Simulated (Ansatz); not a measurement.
# How fast states decay through K2LiLuF6, part 2 of 3

Wanted: the relaxed cell of K2LiLuF6, its band edges and its decay constants. It is built by putting F for Cl in the K2LiLuCl6 structure of space group Fm-3m, with the volume rescaled by atomic radii. The parent structure comes from the Materials Project.

Ansatz 0.2.0; r2SCAN DFT, plane waves, PAW files (the session's first sound run).

So far. Step 2 (Relaxing the new crystal): The largest force component on a free atom ends at 3.1e-4 eV/Å.

The structure was built from a prototype and need not be the compound's stable phase.

### Step 3. Band edges

The energy window and the wavevectors of the next steps follow from the band edges, so these are searched first, off the mesh as well.

File input.yaml:

```yaml
crystal:
  lattice:
    - [0.0, 4.1531612965, 4.1531612965]
    - [4.1531612965, 0.0, 4.1531612965]
    - [4.1531612965, 4.1531612965, 0.0]
  atoms:
    - { symbol: K, position: [0.75, 0.75, 0.75] }
    - { symbol: K, position: [0.25, 0.25, 0.25] }
    - { symbol: Li, position: [0.5, 0.5, 0.5] }
    - { symbol: Lu, position: [0.0, 0.0, 0.0] }
    - { symbol: F, position: [0.7453375316, 0.2546624684, 0.2546624684] }
    - { symbol: F, position: [0.2546624684, 0.2546624684, 0.7453375316] }
    - { symbol: F, position: [0.2546624684, 0.7453375316, 0.7453375316] }
    - { symbol: F, position: [0.2546624684, 0.7453375316, 0.2546624684] }
    - { symbol: F, position: [0.7453375316, 0.2546624684, 0.7453375316] }
    - { symbol: F, position: [0.7453375316, 0.7453375316, 0.2546624684] }
kpoints:
  mp_grid: { grid: [4, 4, 4] }
  band_path: { path: [VBM, CBM], npoints: 30 }
scf:
  occupations: { method: fixed }
hamiltonian:
  xc: r2scan
output:
  eigenvalues: true
  write_potential: true
  write_density: true
  volumetric_format: npy
  elf: true
```

Command:

```
> ansatz run input.yaml --threads 2 --pin off --max-ram 4096MiB --backend cpu --events-out ev --progress --plain --runs-dir out
```

Numbers of over 12 decimals in the logs are rounded to 6 here.

Log:

```text
[...]
Crystal: 10 atoms, lattice volume = 143.274 Å³
Basis set: ecut = 500 eV, 3695 PW (Γ), exchange–correlation on 180×180×180 points (64 copies of the dense FFT grid, shifted against one another)
Bands: 54, of which v1, the nominal top of the filled ones, is band 44 counted from 1 (43 counted from 0)
Symmetry: 48 space group operations
[...]
k-points: 8 of 64
[...]
SCF iter   1: F=—  HF=-22910.686568 eV  |F-HF|=—  |Δ(HF+E_count)|=         —  Δρ=8.28e-3  dr2=8.27e-2  dr2_τ=2.09e-1  ethr=1.77e-3  ⟨swp⟩=5.1  Hψ=1383  notcnv=0  defer=45
[...]
SCF iter   7: F=-22910.831657 eV  HF=-22910.831657 eV  |F-HF|=3.45e-8  |Δ(HF+E_count)|=   2.12e-8  Δρ=8.66e-6  dr2=8.15e-8  dr2_τ=2.17e-8  ethr=1.14e-10  ⟨swp⟩=10.2  Hψ=1950  notcnv=0
SCF 1 converged in 7 iterations: F = -22910.831657 eV  dr2 = 8.15e-8
[...]
NSCF: frozen V_eff on 16 k-points
[...]
SCF converged after 7 iterations
Free energy (F): -22910.831657 eV
[...]
Internal energy: -22910.831657 eV  (E = F + TS)
E sigma→0 (E₀):  -22910.831657 eV
Fermi energy:    3.338202 eV
[...]
--- Band table (eV; the first three rows and the last of 8) ---
  k-point 0: bands = [... 40 lower, 3.0307, 3.3370, 3.3370, 3.3370, 10.1833, 11.9544, 11.9544, 11.9544, ... 6 higher]
  k-point 1: bands = [... 40 lower, 3.0499, 3.2421, 3.3367, 3.3367, 10.8635, 12.0216, 12.0216, 12.0259, ... 6 higher]
  k-point 2: bands = [... 40 lower, 3.0666, 3.1647, 3.3382, 3.3382, 12.0830, 12.0887, 12.0887, 12.1418, ... 6 higher]
  k-point 7: bands = [... 40 lower, 3.0170, 3.2253, 3.2253, 3.2780, 12.1458, 12.1458, 12.2213, 13.1125, ... 6 higher]
```

The job ended after 16 s (2 threads of Arm Neoverse V2, shared host; peak memory 0.77 GiB; 31 s of CPU time).

The column dr2 measures how far the density is from self-consistency, as an energy; F and HF (Harris–Foulkes) agree once it is small.

Numbers from this step:

* Fermi energy: 3.338 eV
* gap on the k-mesh: 6.845 eV
* gap on path: 6.839 eV, by band count; negative where bands overlap
* direct gap on path: 6.846 eV
* edge places on path: 0.01189, 0.3566 1/A along the path

The electronic bands at the labelled points (eV, zero at the Fermi level (highest filled level under fixed occupations); v1 is the highest filled band, c1 the lowest empty one):

| point | v4 | v3 | v2 | v1 | c1 |
| --- | --- | --- | --- | --- | --- |
| VBM | -0.30 | -0.09 | -0.04 | 0.01 | 7.64 |
| CBM | -0.31 | 0.00 | 0.00 | 0.00 | 6.85 |

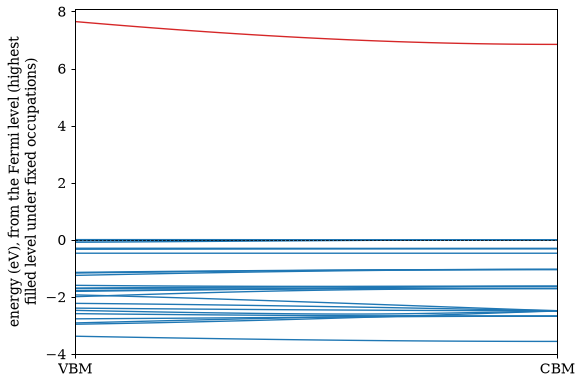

Electronic bands along the path; lines of filled and empty bands in two colours.

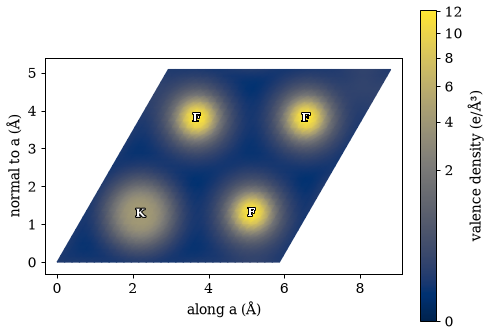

Valence density in the ac plane of the cell as run, not the conventional one, at fractional y = 0.250, with atoms of K and F within 0.2 Å of it. It is the smooth field of the valence electrons, not physical close to the nuclei. The colour scale is stretched toward low values.

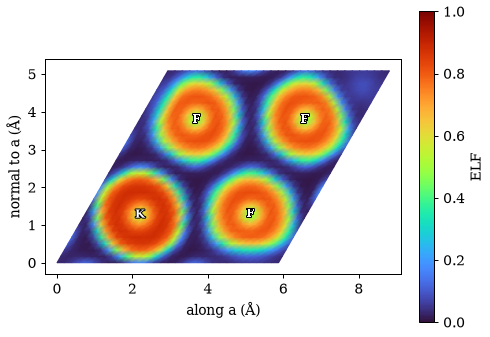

ELF in the ac plane of the cell as run, not the conventional one, at fractional y = 0.250, with atoms of K and F within 0.2 Å of it. It is the smooth field of the valence electrons, not physical close to the nuclei.

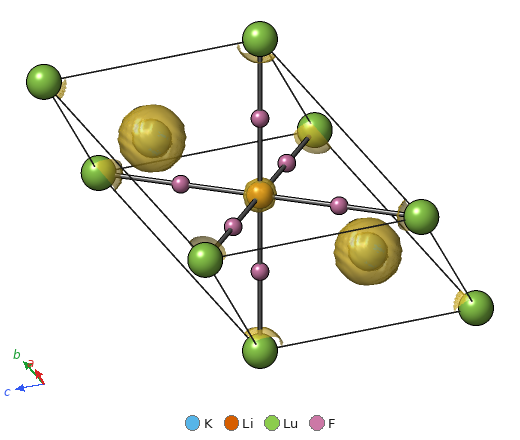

Surface of ELF = 0.85. Drawn on the cell as run, not the conventional one. Bonds to atoms that aren't drawn are left out.

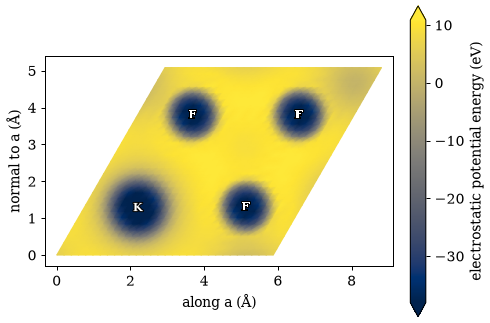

Electrostatic potential energy in the ac plane of the cell as run, not the conventional one, at fractional y = 0.250, with atoms of K and F within 0.2 Å of it. With pseudopotentials it is smooth inside the atoms' cores, unlike the true potential.

The searched edges give 6.84 eV, against 6.85 eV on the mesh.

### Step 4. Complex bands

This step: r2SCAN DFT, plane waves, PAW files; complex bands by layer matching along the plane's normal (Ansatz 0.2.0).

The same crystal is laid in a cell whose first two vectors span the (111) plane (indices of the standard conventional cell, whose axes can be ordered otherwise than in the bulk input). At fixed energy and wavevector in the plane the solver finds all kz, real and complex. A few wavevectors are listed, (0, 0) and (0, -0.1667) in units of the plane's reciprocal vectors; the slowest state needn't be among them.

File input.yaml:

```yaml
crystal:
  lattice:
    - [5.873457032, 0.0, 0.0]
    - [2.936728516, 5.086562998, 0.0]
    - [2.936728516, 1.695520999, 4.795657585]
  atoms:
    - { symbol: K, position: [0.25, 0.25, 0.25] }
    - { symbol: K, position: [0.75, 0.75, 0.75] }
    - { symbol: Li, position: [0.5, 0.5, 0.5] }
    - { symbol: Lu, position: [0.0, 0.0, 0.0] }
    - { symbol: F, position: [0.7453375316, 0.7453375316, 0.2546624684] }
    - { symbol: F, position: [0.7453375316, 0.2546624684, 0.2546624684] }
    - { symbol: F, position: [0.2546624684, 0.2546624684, 0.7453375316] }
    - { symbol: F, position: [0.2546624684, 0.7453375316, 0.2546624684] }
    - { symbol: F, position: [0.7453375316, 0.2546624684, 0.7453375316] }
    - { symbol: F, position: [0.2546624684, 0.7453375316, 0.7453375316] }
kpoints:
  mp_grid: { grid: [6, 6, 6] }
scf:
  occupations: { method: fixed }
hamiltonian:
  xc: r2scan
output:
  eigenvalues: true
  transmission:
    leads: [[0, 0]]
    kpoints: [[0.0, 0.0], [0.0, -0.1667]]
    e_range: [-1.0, 7.84]
    de: 0.15
```

Log:

```text
[...]
Crystal: 10 atoms, lattice volume = 143.274 Å³
Basis set: ecut = 500 eV, 3695 PW (Γ), exchange–correlation on 180×180×180 points (64 copies of the dense FFT grid, shifted against one another)
Bands: 54, of which v1, the nominal top of the filled ones, is band 44 counted from 1 (43 counted from 0)
Symmetry: 48 space group operations
[...]
k-points: 16 of 216
[...]
SCF iter   1: F=—  HF=-22910.686549 eV  |F-HF|=—  |Δ(HF+E_count)|=         —  Δρ=8.29e-3  dr2=8.28e-2  dr2_τ=2.09e-1  ethr=1.77e-3  ⟨swp⟩=5.1  Hψ=2750  notcnv=0  defer=92
[...]
SCF iter   7: F=-22910.831537 eV  HF=-22910.831537 eV  |F-HF|=3.60e-8  |Δ(HF+E_count)|=   4.64e-8  Δρ=9.23e-6  dr2=9.21e-8  dr2_τ=2.54e-8  ethr=1.14e-10  ⟨swp⟩=10.1  Hψ=3939  notcnv=0
SCF 1 converged in 7 iterations: F = -22910.831537 eV  dr2 = 9.21e-8
[...]
transmission: 8 of 16 steps passed
transmission: 16 of 16 steps passed
SCF converged after 7 iterations
Free energy (F): -22910.831537 eV
[...]
Internal energy: -22910.831537 eV  (E = F + TS)
E sigma→0 (E₀):  -22910.831537 eV
Fermi energy:    3.344135 eV
[...]
--- Band table (eV; the first three rows and the last of 16) ---
  k-point 0: bands = [... 40 lower, 3.0307, 3.3370, 3.3370, 3.3370, 10.1833, 11.9544, 11.9544, 11.9544, ... 6 higher]
  k-point 1: bands = [... 40 lower, 3.0406, 3.2871, 3.3366, 3.3366, 10.5010, 11.9845, 11.9881, 11.9881, ... 6 higher]
  k-point 2: bands = [... 40 lower, 3.0585, 3.2014, 3.3372, 3.3372, 11.3130, 12.0551, 12.0551, 12.0781, ... 6 higher]
  k-point 15: bands = [... 40 lower, 3.0194, 3.2012, 3.2507, 3.2778, 12.1184, 12.1777, 12.2222, 12.9420, ... 6 higher]
--- Transmission ---
  basis      : 313 plane waves across, 8 finite elements along
  points     : 2, as listed
  energies   : 59 from -1.000000 to 7.700000 eV about the Fermi level, 0.150000 eV apart; the leads are filled to 3.419584 eV, and channels, transmission and decay are at 3.350000 eV
  crystal 0  : F6K2Lu1Li1, at the sites [0, 0], period 4.7957 Å: whole cells are its period
    offset         : up to 0.0000 Å between an atom of the period and one for which it stands
    channels       : 0.000000e0 a spin
    conductance    : none, the energies end too early or step too widely for 300 K: set another output.transmission.e_range or a lower de, or, where they end at an eighth of basis.ecutwfc, a higher one
    slowest decay  : 0.5585 /Å at (0.0000, 0.0000)
```

Wall time 84 s (2 threads); peak memory 1.3 GiB; 2.4 min of CPU time.

Numbers from this step:

```yaml
free_energy: -22910.8315 eV
fermi_energy: 3.344 eV
gap_on_the_k_mesh: 6.839 eV
level_to_which_the_leads_are_filled: 3.420 eV from the Fermi level
decay_constant_at_the_filling_level_zone_centre: 0.5585 Å⁻¹
decay_constant_at_the_filling_level_slowest_listed_point: 0.5585 Å⁻¹
```

K parallel (0, 0); values up to 1.5 1/Å, a degenerate pair printed once or twice; energies at which all values exceed this have no row. Im kz of the slowest decaying states against energy, zero at the highest filled level on the SCF mesh:

| energy (eV) | decay 1 (Å⁻¹) | decay 2 (Å⁻¹) | decay 3 (Å⁻¹) | decay 4 (Å⁻¹) |
| --- | --- | --- | --- | --- |
| -1.00 | 0.179 | 0.202 | 0.469 | 0.584 |
| 0.05 | 0.204 | 0.507 | 0.611 | 0.684 |
| 0.95 | 0.514 | 0.708 | 0.787 | 0.827 |
| 2.00 | 0.570 | 0.762 | 0.841 | 0.858 |
| 3.05 | 0.567 | 0.778 | 0.859 | 0.866 |
| 3.95 | 0.533 | 0.774 | 0.855 | 0.856 |
| 5.00 | 0.458 | 0.749 | 0.827 | 0.833 |
| 6.05 | 0.321 | 0.703 | 0.771 | 0.795 |
| 6.95 | 0.639 | 0.690 | 0.755 | 0.853 |

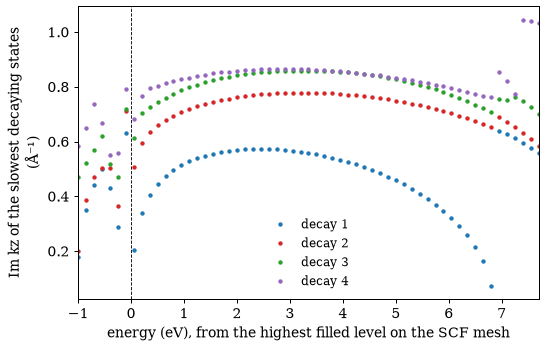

Im kz of the slowest decaying states, plotted against energy.

K parallel (0, -0.1667); values up to 1.5 1/Å, a degenerate pair printed once or twice; energies at which all values exceed this have no row. Table of Im kz of the slowest decaying states by energy, zero at the highest filled level on the SCF mesh:

| energy (eV) | decay 1 (Å⁻¹) | decay 2 (Å⁻¹) | decay 3 (Å⁻¹) | decay 4 (Å⁻¹) |
| --- | --- | --- | --- | --- |
| -1.00 | 0.199 | 0.272 | 0.287 | 0.507 |
| 0.05 | 0.230 | 0.442 | 0.466 | 0.624 |
| 0.95 | 0.556 | 0.710 | 0.727 | 0.810 |
| 2.00 | 0.610 | 0.769 | 0.806 | 0.829 |
| 3.05 | 0.606 | 0.788 | 0.827 | 0.832 |
| 3.95 | 0.574 | 0.785 | 0.821 | 0.822 |
| 5.00 | 0.504 | 0.762 | 0.790 | 0.799 |
| 6.05 | 0.381 | 0.719 | 0.739 | 0.756 |
| 6.95 | 0.161 | 0.659 | 0.674 | 0.699 |

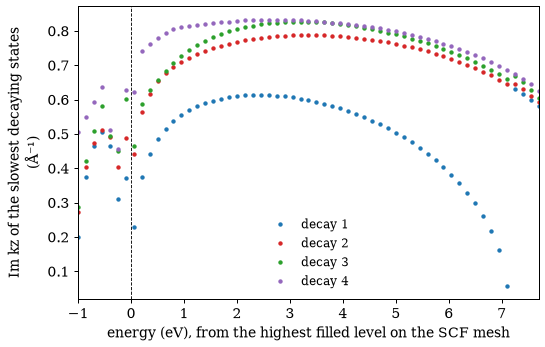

Im kz of the slowest decaying states, plotted against energy.

At the listed wavevectors the last open channel is at -0.10 eV and the next at +6.95 eV on the grid. At +3.35 eV, the grid energy nearest the filling level (the middle of the gap on the SCF mesh), the slowest state at the listed wavevectors decays with κ = 0.558 Å⁻¹, its amplitude falling by e over 1.8 Å. Through 1 nm of this crystal that state's transmission falls by exp(−2 × 0.558 Å⁻¹ × 10 Å) = 1.4e-5.

### Step 5. Decay over the two-dimensional zone

The listed points could miss the slowest state, so one energy near mid-gap is solved on a mesh of 6×6.

input.yaml: that of step 4 with these lines changed.

```diff
@@ -24,6 +24,2 @@
   eigenvalues: true
-  transmission:
-    leads: [[0, 0]]
-    kpoints: [[0.0, 0.0], [0.0, -0.1667]]
-    e_range: [-1.0, 7.84]
-    de: 0.15
+  transmission: { leads: [[0, 0]], kmesh: [6, 6], e_range: [3.42, 3.43], de: 0.05 }
```

Log:

```text
[...]
Crystal: 10 atoms, lattice volume = 143.274 Å³
Basis set: ecut = 500 eV, 3695 PW (Γ), exchange–correlation on 180×180×180 points (64 copies of the dense FFT grid, shifted against one another)
Bands: 54, of which v1, the nominal top of the filled ones, is band 44 counted from 1 (43 counted from 0)
Symmetry: 48 space group operations
[...]
k-points: 16 of 216
[...]
SCF iter   1: F=—  HF=-22910.686549 eV  |F-HF|=—  |Δ(HF+E_count)|=         —  Δρ=8.29e-3  dr2=8.28e-2  dr2_τ=2.09e-1  ethr=1.77e-3  ⟨swp⟩=5.1  Hψ=2750  notcnv=0  defer=92
[...]
SCF iter   7: F=-22910.831537 eV  HF=-22910.831537 eV  |F-HF|=3.60e-8  |Δ(HF+E_count)|=   4.64e-8  Δρ=9.23e-6  dr2=9.21e-8  dr2_τ=2.54e-8  ethr=1.14e-10  ⟨swp⟩=10.1  Hψ=3939  notcnv=0
SCF 1 converged in 7 iterations: F = -22910.831537 eV  dr2 = 9.21e-8
[...]
transmission: 24 of 56 steps passed
transmission: 48 of 56 steps passed
transmission: 56 of 56 steps passed
SCF converged after 7 iterations
Free energy (F): -22910.831537 eV
[...]
Internal energy: -22910.831537 eV  (E = F + TS)
E sigma→0 (E₀):  -22910.831537 eV
Fermi energy:    3.344135 eV
[...]
--- Band table (eV; the first three rows and the last of 16) ---
  k-point 0: bands = [... 40 lower, 3.0307, 3.3370, 3.3370, 3.3370, 10.1833, 11.9544, 11.9544, 11.9544, ... 6 higher]
  k-point 1: bands = [... 40 lower, 3.0406, 3.2871, 3.3366, 3.3366, 10.5010, 11.9845, 11.9881, 11.9881, ... 6 higher]
  k-point 2: bands = [... 40 lower, 3.0585, 3.2014, 3.3372, 3.3372, 11.3130, 12.0551, 12.0551, 12.0781, ... 6 higher]
  k-point 15: bands = [... 40 lower, 3.0194, 3.2012, 3.2507, 3.2778, 12.1184, 12.1777, 12.2222, 12.9420, ... 6 higher]
--- Transmission ---
  basis      : 313 plane waves across, 8 finite elements along
  points     : 7, standing for a mesh of 6 x 6
  energies   : 1 from 3.420000 to 3.420000 eV about the Fermi level; the leads are filled to 3.419584 eV, and channels, transmission and decay are at 3.420000 eV
[...]
channels       : 0.000000e0 a spin
    conductance    : none, crystal 0 has no channel at the energies, or these end too early or step too widely for 300 K: set another output.transmission.e_range or a lower de, or, where they end at an eighth of basis.ecutwfc, a higher one
    slowest decay  : 0.5562 /Å at (0.0000, 0.0000)
```

Elapsed: 28 s, on 2 threads; peak memory 1.4 GiB.

Numbers from this step:

```
least decay constant on the mesh : 0.5562 Å⁻¹
```

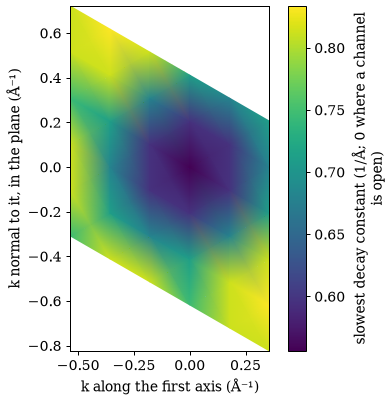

Slowest decay constant (1/Å; 0 where a channel is open) over k1 and k2. At 3.4200 eV from the Fermi level.

The least value on the mesh is 0.556 Å⁻¹ at +3.42 eV. At that energy the listed points give about 0.556 Å⁻¹ by interpolation, so the mesh holds no clearly slower state.

### Step 6. Band edges at another level, cutoff 420 eV

This step: LDA DFT, plane waves, PAW files (Ansatz 0.2.0).

The edges again with LDA, at the same atoms. Against that run the cutoff is 420 eV against 500.

File input.yaml:

```yaml
crystal:
  lattice:
    - [0.0, 4.1531612965, 4.1531612965]
    - [4.1531612965, 0.0, 4.1531612965]
    - [4.1531612965, 4.1531612965, 0.0]
  atoms:
    - { symbol: K, position: [0.75, 0.75, 0.75] }
    - { symbol: K, position: [0.25, 0.25, 0.25] }
    - { symbol: Li, position: [0.5, 0.5, 0.5] }
    - { symbol: Lu, position: [0.0, 0.0, 0.0] }
    - { symbol: F, position: [0.7453375316, 0.2546624684, 0.2546624684] }
    - { symbol: F, position: [0.2546624684, 0.2546624684, 0.7453375316] }
    - { symbol: F, position: [0.2546624684, 0.7453375316, 0.7453375316] }
    - { symbol: F, position: [0.2546624684, 0.7453375316, 0.2546624684] }
    - { symbol: F, position: [0.7453375316, 0.2546624684, 0.7453375316] }
    - { symbol: F, position: [0.7453375316, 0.7453375316, 0.2546624684] }
kpoints:
  mp_grid: { grid: [4, 4, 4] }
  band_path: { path: [VBM, CBM], npoints: 30 }
scf:
  occupations: { method: fixed }
hamiltonian:
  xc: lda
output:
  eigenvalues: true
```

Log:

```text
[...]
Crystal: 10 atoms, lattice volume = 143.274 Å³
Basis set: ecut = 420 eV, 2741 PW (Γ)
Bands: 54, of which v1, the nominal top of the filled ones, is band 44 counted from 1 (43 counted from 0)
Symmetry: 48 space group operations
[...]
k-points: 8 of 64
[...]
SCF iter   1: F=—  HF=-22466.648702 eV  |F-HF|=—  |Δ(HF+E_count)|=         —  Δρ=1.91e-2  dr2=3.85e-1  ethr=1.77e-3  ⟨swp⟩=4.8  Hψ=1408  notcnv=0  defer=44
[...]
SCF iter   8: F=-22466.536930 eV  HF=-22466.536930 eV  |F-HF|=1.43e-8  |Δ(HF+E_count)|=   2.73e-8  Δρ=2.06e-6  dr2=1.29e-8  ethr=1.14e-10  ⟨swp⟩=11.9  Hψ=1964  notcnv=0
SCF 1 converged in 8 iterations: F = -22466.536930 eV  dr2 = 1.29e-8
[...]
SCF converged after 8 iterations
Free energy (F): -22466.536930 eV
[...]
Internal energy: -22466.536930 eV  (E = F + TS)
E sigma→0 (E₀):  -22466.536930 eV
Fermi energy:    3.221636 eV
[...]
--- Band table (eV; the first three rows and the last of 8) ---
  k-point 0: bands = [... 40 lower, 2.8666, 3.2204, 3.2204, 3.2204, 9.1538, 11.1648, 11.1648, 11.1648, ... 6 higher]
  k-point 1: bands = [... 40 lower, 2.9004, 3.0888, 3.2195, 3.2195, 9.8384, 11.2327, 11.2363, 11.2363, ... 6 higher]
  k-point 2: bands = [... 40 lower, 2.9256, 2.9859, 3.2216, 3.2216, 11.0478, 11.3075, 11.3075, 11.3538, ... 6 higher]
  k-point 7: bands = [... 40 lower, 2.8446, 3.0677, 3.0677, 3.1394, 11.3596, 11.3596, 11.4527, 12.1060, ... 6 higher]
```

Wall time 10 s (2 threads); peak memory 0.42 GiB.

This step gave:

```
free energy        : -22466.5369 eV
Fermi energy       : 3.222 eV
gap on the k-mesh  : 5.932 eV
gap on path        : 5.925 eV, by band count; negative where bands overlap
direct gap on path : 5.933 eV
```

Electronic bands along the path, in eV, zero at the Fermi level (highest filled level under fixed occupations); v1 is the highest filled band, c1 the lowest empty one:

| point | v4 | v3 | v2 | v1 | c1 | c2 | c3 | c4 |
| --- | --- | --- | --- | --- | --- | --- | --- | --- |
| VBM | -0.34 | -0.12 | -0.05 | 0.01 | 6.74 | 8.02 | 8.03 | 8.04 |
| CBM | -0.35 | 0.00 | 0.00 | 0.00 | 5.93 | 7.94 | 7.94 | 7.94 |

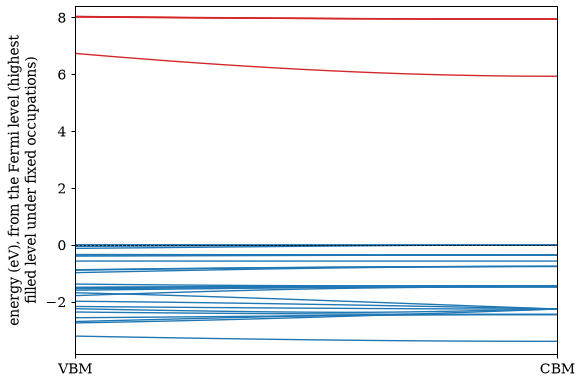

Electronic bands along the path; lines of filled and empty bands in two colours.

The searched edges give 5.92 eV, against 5.93 eV on the mesh.

(Continued in part 3 of 3.)

[Logs are printed without paths, hosts, clocks, repeated set-up lines and the standing remarks that a program may print on its own settings, such as how far it seeks lower states.]

[Hosts, paths, dates, database ids (printed as entryN), source tags and the programs' standing remarks are cut or masked in the printed files.]
